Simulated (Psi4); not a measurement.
## C$_{3}$H$_{3}$: property calculation

System: C$_{3}$H$_{3}$ (propargyl radical), multiplicity 2, SMILES [CH]=C=C.
Method: CASSCF/cc-pVDZ, ROHF (Psi4 1.11).

The geometry comes from this level: GFN2-xTB.

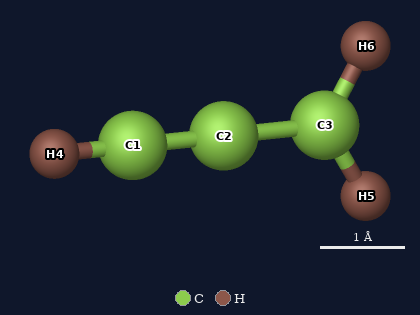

**Figure 1.** The structure (ball-and-stick view, seen at a tilt; atoms are numbered from 1 in the order of the input). Bond lengths as drawn: C–C 1.22 to 1.35 Å and C–H 1.05 to 1.07 Å.

Input (c3h3.py)
```python
import psi4

psi4.set_memory(1600000000)
psi4.set_num_threads(1)
psi4.core.set_output_file('c3h3.out', False)

geom = psi4.geometry("""
0 2
C     -2.44277337    -0.69797034    -1.24321302
C     -0.45345868    -0.12884153    -0.23011195
C      1.75272098     0.50395216     0.89212081
H     -4.15180388    -1.19402345    -2.11469802
H      3.49858226     0.43818969    -0.14397823
H      1.79673270     1.07867457     2.83988042
units au
symmetry c1
""")

psi4.set_options({
    'basis': 'cc-pVDZ',
    'reference': 'rohf',
    'puream': True,
    'scf_type': 'df',
    'restricted_docc': [7],
    'active': [7],
    'mcscf_type': 'df',
    'mcscf_maxiter': 80,
    'mcscf_r_convergence': 0.0001,
    'mcscf_e_convergence': 1e-06,
    'nat_orbs': True,
    'maxiter': 150,
})

e, wfn = psi4.energy("casscf", molecule=geom, return_wfn=True)
psi4.oeprop(wfn, "DIPOLE", "QUADRUPOLE", "MULLIKEN_CHARGES", "LOWDIN_CHARGES")
print(f'casscf energy: {e:.10f} Eh')
```

Run on 1 thread of Intel Xeon (Granite Rapids), 12 GiB of memory available, shared host.

Launch command:
```bash
python c3h3.py
```

The program's output
```
=> Loading Basis Set <=

    Name: CC-PVDZ
    Role: ORBITAL
    Keyword: BASIS

         ---------------------------------------------------------
                                   SCF
                             ROHF Reference
                        1 Threads,   1525 MiB Core
         ---------------------------------------------------------

  ==> Geometry <==

    Molecular point group: c1
    Full point group: C1

    Geometry (in Bohr), charge = 0, multiplicity = 2:

       Center              X                  Y                   Z               Mass
    ------------   -----------------  -----------------  -----------------  -----------------
         C           -2.120667926602    -0.607026377130    -1.079498799449    12.000000000000
         C           -0.131353236602    -0.037897567130    -0.066397729449    12.000000000000
         C            2.074826423398     0.594896122870     1.055835030551    12.000000000000
         H           -3.829698436602    -1.103079487130    -1.950983799449     1.007825032230
         H            3.820687703398     0.529133652870     0.019735990551     1.007825032230
         H            2.118838143398     1.169618532870     3.003594640551     1.007825032230

  Running in c1 symmetry.

  Rotational constants: A =      9.78414  B =      0.32433  C =      0.31392 [cm^-1]
  Rotational constants: A = 293321.26952  B =   9723.10534  C =   9411.14558 [MHz]
  Nuclear repulsion =   53.830552574561374

  Charge       = 0
  Multiplicity = 2
  Electrons    = 21
  Nalpha       = 11
  Nbeta        = 10

  ==> Algorithm <==

  SCF Algorithm Type is DF.
  DIIS enabled.
  MOM disabled.
  Fractional occupation disabled.
  Guess Type is SAD.
  Energy threshold   = 1.00e-08
  Density threshold  = 1.00e-08
  Integral threshold = 1.00e-12

  ==> Primary Basis <==

  Basis Set: CC-PVDZ
    Blend: CC-PVDZ
    Number of shells: 27
    Number of basis functions: 57
    Number of Cartesian functions: 60
    Spherical Harmonics?: true
    Max angular momentum: 2

   => Loading Basis Set <=

    Name: (CC-PVDZ AUX)
    Role: JKFIT
    Keyword: DF_BASIS_SCF

  ==> Integral Setup <==

  DFHelper Memory: AOs need 0.008 GiB; user supplied 1.118 GiB.
  SCF_SUBTYPE=INCORE selected. In-core MEM_DF algorithm will be used.
  Using in-core AOs.

  ==> MemDFJK: Density-Fitted J/K Matrices <==

    J tasked:                   Yes
    K tasked:                   Yes
    wK tasked:                   No
    Memory [MiB]:              1144
    Algorithm:                 Core
    Schwarz Cutoff:           1E-12
    Mask sparsity (%):       0.0000
    Fitting Condition:        1E-10

   => Auxiliary Basis Set <=

  Basis Set: (CC-PVDZ AUX)
    Blend: CC-PVDZ-JKFIT
    Number of shells: 99
    Number of basis functions: 279
    Number of Cartesian functions: 318
    Spherical Harmonics?: true
    Max angular momentum: 3

  Minimum eigenvalue in the overlap matrix is 3.1767936971E-04.
  Reciprocal condition number of the overlap matrix is 7.1154684317E-05.
    Using symmetric orthogonalization.

  ==> Pre-Iterations <==

  SCF Guess: Superposition of Atomic Densities via on-the-fly atomic UHF (no occupation information).

   -------------------------
    Irrep   Nso     Nmo
   -------------------------
     A         57      57
   -------------------------
    Total      57      57
   -------------------------

  ==> Iterations <==

                           Total Energy        Delta E     RMS |[F,P]|

   @DF-ROHF iter SAD:  -114.31448408890751   -1.14314e+02   0.00000e+00
   @DF-ROHF iter   1:  -115.19404982091589   -8.79566e-01   3.11777e-03 DIIS
   @DF-ROHF iter   2:  -115.23420636175268   -4.01565e-02   1.17380e-03 DIIS
   @DF-ROHF iter   3:  -115.23981135349513   -5.60499e-03   3.74965e-04 DIIS
   @DF-ROHF iter   4:  -115.24110614816686   -1.29479e-03   2.29863e-04 DIIS
   @DF-ROHF iter   5:  -115.24169507843158   -5.88930e-04   1.53925e-04 DIIS
   @DF-ROHF iter   6:  -115.24220936214650   -5.14284e-04   1.12345e-04 DIIS
   @DF-ROHF iter   7:  -115.24240672585958   -1.97364e-04   2.65558e-05 DIIS
   @DF-ROHF iter   8:  -115.24241035435887   -3.62850e-06   1.20063e-05 DIIS
   @DF-ROHF iter   9:  -115.24241382834848   -3.47399e-06   5.35622e-06 DIIS
   @DF-ROHF iter  10:  -115.24241445307521   -6.24727e-07   1.69213e-06 DIIS
   @DF-ROHF iter  11:  -115.24241453110440   -7.80292e-08   1.99238e-07 DIIS
   @DF-ROHF iter  12:  -115.24241453160005   -4.95646e-10   3.25251e-08 DIIS
   @DF-ROHF iter  13:  -115.24241453160860   -8.55493e-12   4.19174e-09 DIIS
  Energy and wave function converged.

  ==> Post-Iterations <==

    Orbital Energies [Eh]
    ---------------------

    Doubly Occupied:

       1A    -11.258127     2A    -11.246655     3A    -11.240192
       4A     -1.065559     5A     -0.941626     6A     -0.727903
       7A     -0.651065     8A     -0.618855     9A     -0.435196
      10A     -0.386681

    Singly Occupied:

      11A     -0.124897

    Virtual:

      12A      0.191183    13A      0.201263    14A      0.211545
      15A      0.269492    16A      0.278471    17A      0.422495
      18A      0.508648    19A      0.584436    20A      0.664059
      21A      0.669009    22A      0.707903    23A      0.727502
      24A      0.833813    25A      0.845963    26A      0.849938
      27A      0.880487    28A      0.957125    29A      0.974364
      30A      1.125186    31A      1.138827    32A      1.219432
      33A      1.233433    34A      1.294657    35A      1.299121
      36A      1.413542    37A      1.467951    38A      1.532589
      39A      1.617857    40A      1.632990    41A      1.662795
      42A      1.727090    43A      1.800356    44A      1.839151
      45A      1.903772    46A      2.070094    47A      2.139203
      48A      2.199405    49A      2.248376    50A      2.365044
      51A      2.565478    52A      2.670501    53A      2.740806
      54A      2.912737    55A      3.062273    56A      3.226685
      57A      3.598244

    Final Occupation by Irrep:
              A
    DOCC [    10 ]
    SOCC [     1 ]
    NA   [    11 ]
    NB   [    10 ]

  @DF-ROHF Final Energy:  -115.24241453160860

   => Energetics <=

    Nuclear Repulsion Energy =             53.8305525745613735
    One-Electron Energy =                -260.6574315598301723
    Two-Electron Energy =                  91.5844644536601891
    Total Energy =                       -115.2424145316086026

Computation Completed

Properties will be evaluated at   0.000000,   0.000000,   0.000000 [a0]

Properties computed using the SCF density matrix

 Multipole Moments:

 ------------------------------------------------------------------------------------
     Multipole            Electronic (a.u.)      Nuclear  (a.u.)        Total (a.u.)
 ------------------------------------------------------------------------------------

 L = 1.  Multiply by 2.5417464519 to convert [e a0] to [Debye]
 Dipole X            :         -0.9331811            1.0466590            0.1134779
 Dipole Y            :         -0.2649846            0.2955058            0.0305211
 Dipole Z            :         -0.4745491            0.5319778            0.0574287
 Magnitude           :                                                    0.1307931

 ------------------------------------------------------------------------------------

	total time  =          0 seconds =       0.00 minutes
  Constructing Basis Sets for MCSCF...

   => Loading Basis Set <=

    Name: (CC-PVDZ AUX)
    Role: JKFIT
    Keyword: DF_BASIS_SCF

         ---------------------------------------------------------
                Multi-Configurational Self-Consistent Field
                            (a 'D E T C I' module)

         ---------------------------------------------------------

Warning: iopen=0,opentype!=closed. Making iopen=1

   ==> Parameters <==

    EX LEVEL       =        7      H0 BLOCKSIZE  =     1000
    VAL EX LEVEL   =        0      H0 GUESS SIZE =     1000
    H0COUPLINGSIZE =        0      H0 COUPLING   =       NO
    MAXITER        =       12      NUM PRINT     =       20
    NUM ROOTS      =        1      ICORE         =        1
    PRINT LVL      =        1      FCI           =      YES
    R CONV         = 1.00e-07      MIXED         =      YES
    E CONV         = 1.00e-06      MIXED4        =      YES
    R4S            =       NO      REPL OTF      =       NO
    DIAG METHOD    =      SEM      FOLLOW ROOT   =        0
    PRECONDITIONER = DAVIDSON      UPDATE        = DAVIDSON
    S              =   0.5000      Ms0           =       NO
    GUESS VECTOR   =  H0BLOCK      OPENTYPE      = HIGHSPIN
    COLLAPSE SIZE  =        1      HD AVG        = EVANGELISTI
    MAX NUM VECS   =       13      REF SYM       =     AUTO
    IOPEN        =      YES

    EX ALLOW       =  1  1  1  1  1  1  1
    STATE AVERAGE  =  0(1.00)

   ==> CI Orbital and Space information <==

   ------------------------------------
               Space    Total     A
   ------------------------------------
                 Nso       57    57
                 Nmo       57    57
               Ndocc       10    10
               Nsocc        1     1
   ------------------------------------
               MCSCF Spaces
   ------------------------------------
         Frozen DOCC        0     0
     Restricted DOCC        7     7
              Active        7     7
     Restricted UOCC       43    43
         Frozen UOCC        0     0
   ------------------------------------

   ==> Setting up CI strings <==

    There are 35 alpha and 35 beta strings
    The CI space requires 1225 (1.22E+03) determinants and 1 blocks

   ==> Setting up DF-MCSCF integrals <==

  DFHelper Memory: AOs need 0.008 GiB; user supplied 1.192 GiB.
  SCF_SUBTYPE=INCORE selected. In-core MEM_DF algorithm will be used.
  Using in-core AOs.

  ==> MemDFJK: Density-Fitted J/K Matrices <==

    J tasked:                   Yes
    K tasked:                   Yes
    wK tasked:                   No
    Memory [MiB]:              1220
    Algorithm:                 Core
    Schwarz Cutoff:           1E-12
    Mask sparsity (%):       0.0000
    Fitting Condition:        1E-10

   => Auxiliary Basis Set <=

  Basis Set: (CC-PVDZ AUX)
    Blend: CC-PVDZ-JKFIT
    Number of shells: 99
    Number of basis functions: 279
    Number of Cartesian functions: 318
    Spherical Harmonics?: true
    Max angular momentum: 3

  DFHelper Memory: AOs need 0.008 GiB; user supplied 1.192 GiB.
  SCF_SUBTYPE=INCORE selected. In-core MEM_DF algorithm will be used.
  Using in-core AOs.

   ==> Starting DF-MCSCF iterations <==

           Iter         Total Energy       Delta E   Orb RMS    CI RMS  NCI NORB
   @DF-MCSCF  1:   -115.254543541489   -1.2129e-02  2.01e-03  3.04e-07    6    1  Initial CI
      Warning! Maxstep = 0.57, scaling to 0.50
   @DF-MCSCF  2:   -115.272809061007   -1.8266e-02  2.32e-03  1.55e-06   12    1  TS
      Warning! Maxstep = 0.96, scaling to 0.50
   @DF-MCSCF  3:   -115.300349734229   -2.7541e-02  3.17e-03  0.00e+00   12    1  TS
      Warning! Maxstep = 0.57, scaling to 0.50
   @DF-MCSCF  4:   -115.317188353989   -1.6839e-02  2.36e-03  1.46e-06   12    1  TS, DIIS
   @DF-MCSCF  5:   -115.319432071826   -2.2437e-03  1.20e-03  1.98e-06   10    1  TS, DIIS
   @DF-MCSCF  6:   -115.320624336772   -1.1923e-03  7.17e-04  7.34e-07   11    1  TS, DIIS
   @DF-MCSCF  7:   -115.322012326331   -1.3880e-03  6.23e-04  3.20e-07   11    1  TS, DIIS
   @DF-MCSCF  8:   -115.322333707259   -3.2138e-04  6.52e-04  4.17e-07    9    1  TS, DIIS
   @DF-MCSCF  9:   -115.321131813479    1.2019e-03  5.25e-04  6.03e-07   10    1  TS, DIIS
   @DF-MCSCF 10:   -115.320514679873    6.1713e-04  3.86e-04  2.65e-07   11    1  TS, DIIS
   @DF-MCSCF 11:   -115.320462735581    5.1944e-05  2.43e-04  3.61e-07   11    1  TS, DIIS
   @DF-MCSCF 12:   -115.320521133988   -5.8398e-05  1.80e-04  2.15e-07   10    1  TS, DIIS
   @DF-MCSCF 13:   -115.320561007460   -3.9873e-05  1.33e-04  7.40e-08   11    1  TS, DIIS
   @DF-MCSCF 14:   -115.320663852314   -1.0284e-04  8.41e-05  8.96e-08   11    1  TS, DIIS
   @DF-MCSCF 15:   -115.320698828737   -3.4976e-05  6.78e-05  3.64e-08   11    1  TS, DIIS
   @DF-MCSCF 16:   -115.320714668761   -1.5840e-05  6.03e-05  3.62e-08   10    1  TS, DIIS
   @DF-MCSCF 17:   -115.320730608499   -1.5940e-05  4.81e-05  3.75e-08   10    1  TS, DIIS
   @DF-MCSCF 18:   -115.320750550865   -1.9942e-05  3.73e-05  1.56e-08   11    1  TS, DIIS
   @DF-MCSCF 19:   -115.320766648990   -1.6098e-05  2.91e-05  3.62e-08   10    1  TS, DIIS
   @DF-MCSCF 20:   -115.320770793370   -4.1444e-06  2.32e-05  2.56e-08   10    1  TS, DIIS
   @DF-MCSCF 21:   -115.320774408922   -3.6156e-06  2.07e-05  1.54e-08   10    1  TS, DIIS
   @DF-MCSCF 22:   -115.320777652454   -3.2435e-06  1.53e-05  9.53e-09   11    1  TS, DIIS
   @DF-MCSCF 23:   -115.320782014983   -4.3625e-06  1.08e-05  9.63e-09   11    1  TS, DIIS
   @DF-MCSCF 24:   -115.320783407970   -1.3930e-06  9.46e-06  5.45e-09   11    1  TS, DIIS
   @DF-MCSCF 25:   -115.320783898688   -4.9072e-07  6.50e-06  5.11e-09   11    1  TS, DIIS

          @DF-MCSCF has converged!

   @DF-MCSCF Final Energy: -115.320783898688290

   Computing CI Natural Orbitals

   ==> Starting CI iterations <==

    H0 Block Eigenvalue = -115.32041369

    Simultaneous Expansion Method (Block Davidson Method)
    Using 1 initial trial vectors

     Iter   Root       Total Energy       Delta E      C RMS

   @CI  0:     0   -115.320413686277   -1.0263E+01   3.2785E-02
   @CI  1:     0   -115.320772346048   -3.5866E-04   5.4228E-03
   @CI  2:     0   -115.320782743952   -1.0398E-05   1.5047E-03
   @CI  3:     0   -115.320783822959   -1.0790E-06   3.3938E-04
   @CI  4:     0   -115.320783887653   -6.4694E-08   1.0523E-04 c

   ==> Energetics <==

    SCF energy =         -115.242414531608603
    Total MCSCF energy = -115.320783898688290

   ==> MCSCF root 0 information <==

    MCSCF Root 0 energy =  -115.320783887653391

   Active Space Natural occupation numbers:

         A   1.993356         A   1.937593         A   1.934969
         A   1.002091         A   0.063129         A   0.062939
         A   0.005923

   The 20 most important determinants:

    *   1   -0.959830  (    0,    0)  8AX 9AX 10AX 11AA
    *   2   -0.134788  (    3,    5)  8AX 10AX 11AA 12AX
    *   3   -0.123170  (    5,    1)  8AX 9AX 10AA 11AB 13AA
    *   4   -0.097325  (    6,   10)  8AX 9AX 11AA 13AX
    *   5   -0.065735  (    6,    5)  8AX 9AA 10AB 11AA 12AB 13AA
    *   6   -0.065637  (    3,   10)  8AX 9AB 10AA 11AA 12AA 13AB
    *   7   -0.061610  (    6,    0)  8AX 9AX 10AB 11AA 13AA
    *   8   -0.061560  (    0,   10)  8AX 9AX 10AA 11AA 13AB
    *   9   -0.050637  (   18,   22)  9AX 10AX 11AA 14AX
    *  10   -0.050385  (    3,    1)  8AX 9AB 10AA 11AX 12AA
    *  11   -0.042651  (    0,   16)  8AX 9AA 10AA 11AA 12AB 13AB
    *  12   -0.042627  (   12,    0)  8AX 9AB 10AB 11AA 12AA 13AA
    *  13   -0.039463  (    5,    5)  8AX 9AA 10AX 12AB 13AA
    *  14    0.037847  (    0,    7)  8AX 9AA 10AA 11AX 12AB
    *  15   -0.029228  (   10,    0)  8AX 9AB 10AX 12AA 13AA
    *  16   -0.027651  (   12,   16)  8AX 11AA 12AX 13AX
    *  17    0.026472  (   10,    7)  8AX 10AA 11AB 12AX 13AA
    *  18   -0.023565  (    7,    4)  8AX 9AB 10AA 11AA 12AB 13AA
    *  19   -0.023384  (    1,    2)  8AX 9AA 10AX 11AB 12AA
    *  20   -0.022528  (    2,   11)  8AX 9AA 10AB 11AA 12AA 13AB

Properties will be evaluated at   0.000000,   0.000000,   0.000000 [a0]

Properties computed using the CASSCF density matrix

 Multipole Moments:

 ------------------------------------------------------------------------------------
     Multipole            Electronic (a.u.)      Nuclear  (a.u.)        Total (a.u.)
 ------------------------------------------------------------------------------------

 L = 1.  Multiply by 2.5417464519 to convert [e a0] to [Debye]
 Dipole X            :         -1.0030887            1.0466590            0.0435703
 Dipole Y            :         -0.2848410            0.2955058            0.0106648
 Dipole Z            :         -0.5098400            0.5319778            0.0221379
 Magnitude           :                                                    0.0500219

 ------------------------------------------------------------------------------------

Properties will be evaluated at   0.000000,   0.000000,   0.000000 [a0]
OEProp: No title given, name of density matrix used for the following properties is 'T'

 Multipole Moments:

 ------------------------------------------------------------------------------------
     Multipole            Electronic (a.u.)      Nuclear  (a.u.)        Total (a.u.)
 ------------------------------------------------------------------------------------

 L = 1.  Multiply by 2.5417464519 to convert [e a0] to [Debye]
 Dipole X            :         -1.0030887            1.0466590            0.0435703
 Dipole Y            :         -0.2848410            0.2955058            0.0106648
 Dipole Z            :         -0.5098400            0.5319778            0.0221379
 Magnitude           :                                                    0.0500219

 L = 2.  Multiply by 1.3450342976 to convert [e a0^2] to [Debye ang]
 Quadrupole XX       :        -97.3184013           86.6700646          -10.6483367
 Quadrupole XY       :        -22.9034449           23.8838618            0.9804169
 Quadrupole XZ       :        -39.4291463           40.8431423            1.4139960
 Quadrupole YY       :        -21.5993593            7.2076862          -14.3916732
 Quadrupole YZ       :        -12.6371916           13.3910695            0.7538779
 Quadrupole ZZ       :        -39.3785506           26.5353916          -12.8431590
 Traceless XX        :        -44.5529642           46.5323505            1.9793863
 Traceless YY        :         31.1660777          -32.9300280           -1.7639502
 Traceless ZZ        :         13.3868864          -13.6023225           -0.2154361

 ------------------------------------------------------------------------------------
  Mulliken Charges: (a.u.)
   Center  Symbol    Alpha    Beta     Spin     Total
       1     C     3.33680  2.95943  0.37736 -0.29623
       2     C     2.87542  3.01791 -0.14249  0.10666
       3     C     3.37694  2.62415  0.75279 -0.00109
       4     H     0.48520  0.48229  0.00291  0.03251
       5     H     0.46289  0.45806  0.00484  0.07905
       6     H     0.46275  0.45815  0.00460  0.07910

   Total alpha = 11.00000, Total beta = 10.00000, Total charge = -0.00000

  Lowdin Charges: (a.u.)
   Center  Symbol    Alpha    Beta     Spin     Total
       1     C     3.17742  2.84276  0.33465 -0.02018
       2     C     3.00197  3.05281 -0.05084 -0.05478
       3     C     3.33651  2.66717  0.66934 -0.00368
       4     H     0.49631  0.48653  0.00979  0.01716
       5     H     0.49394  0.47534  0.01860  0.03072
       6     H     0.49385  0.47538  0.01847  0.03077

  Total alpha = 11.00000, Total beta = 10.00000, Total charge = -0.00000
```

Standard output
```
casscf energy: -115.3207838877 Eh
```

Results in brief

```json
{"quantity": "outcome", "value": "converged"}
{"quantity": "total energy", "value": "−115.320784 hartree"}
{"quantity": "SCF energy", "value": "−115.242415 hartree"}
{"quantity": "CASSCF energy", "value": "−115.320784 hartree"}
{"quantity": "correlation energy", "value": "−0.078369 hartree"}
{"quantity": "basis functions", "value": "57"}
{"quantity": "wall time", "value": "9 s"}
{"quantity": "peak memory", "value": "0.2 GiB"}
```

Notes

The record of the run, not the program, notes: active space taken by orbital order; may be a local solution.
